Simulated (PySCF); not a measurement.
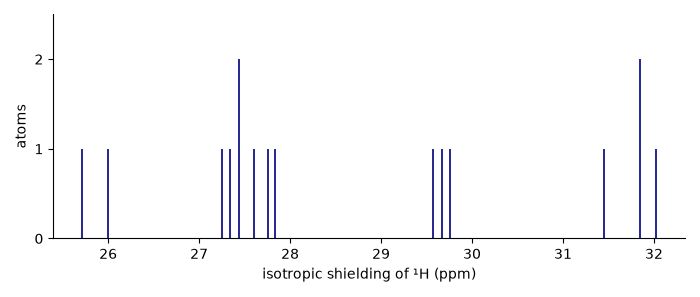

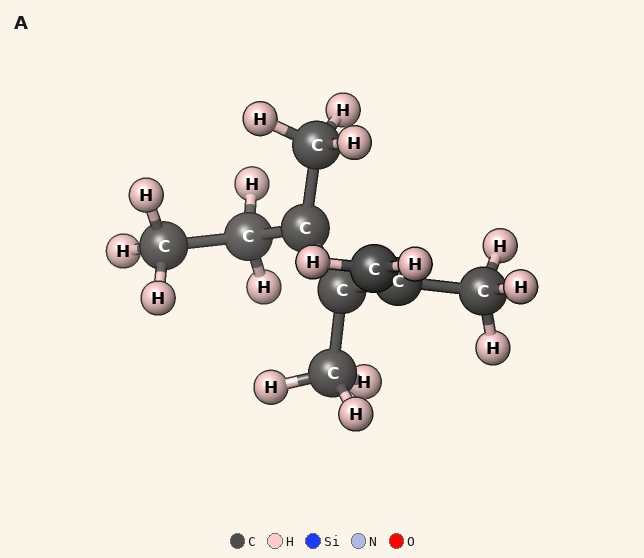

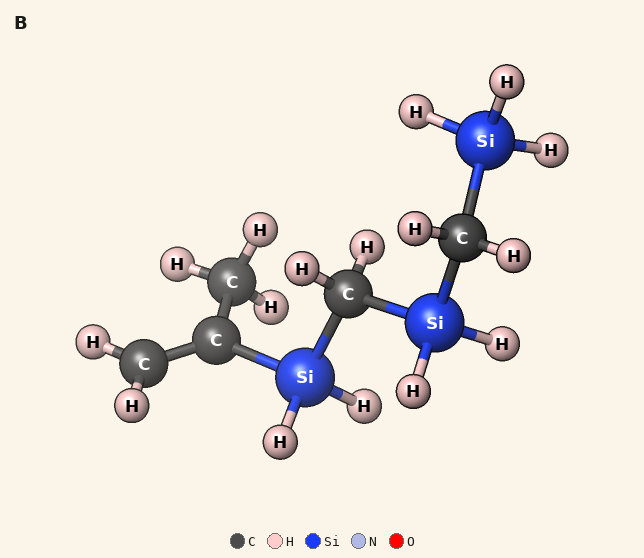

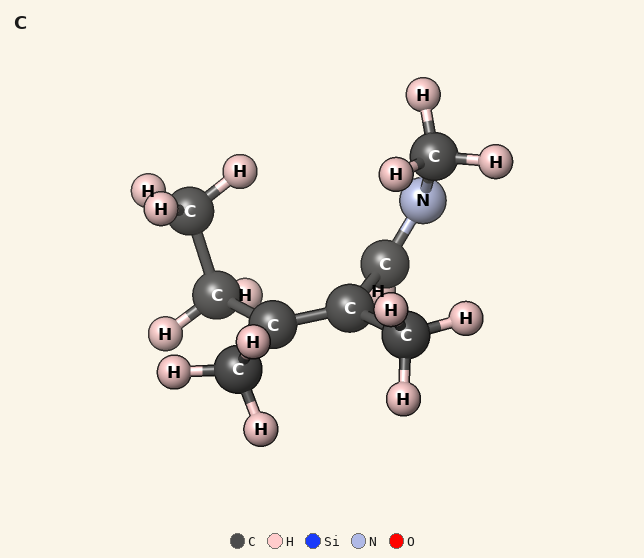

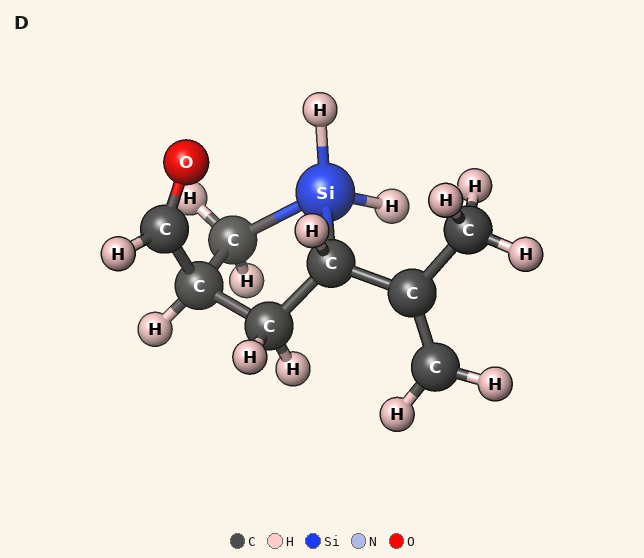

The sticks are computed shieldings of one of the molecules, for one fixed geometry (GFN2-xTB) without averaging over rotations. Low shielding means a high chemical shift. Method: GIAO PBE0/pcSseg-1 NMR shielding, non-relativistic, gas phase (PySCF 2.14.0).

Match the spectrum to a structure.

B, `C=C(C)[SiH2]C[SiH2]C[SiH3]`. Its 16 H atoms give lines at 25.71, 26.00, 27.25, 27.34, 27.44 (2 atoms), 27.61, 27.76, 27.83, 29.57, 29.67, 29.76, 31.45, 31.85 (2 atoms), 32.03 ppm.

The geometry is semi-empirical. Around Si such bond lengths and angles can be off by a tenth of an ångström or more and by several degrees, and values that hang on the shape move with them.
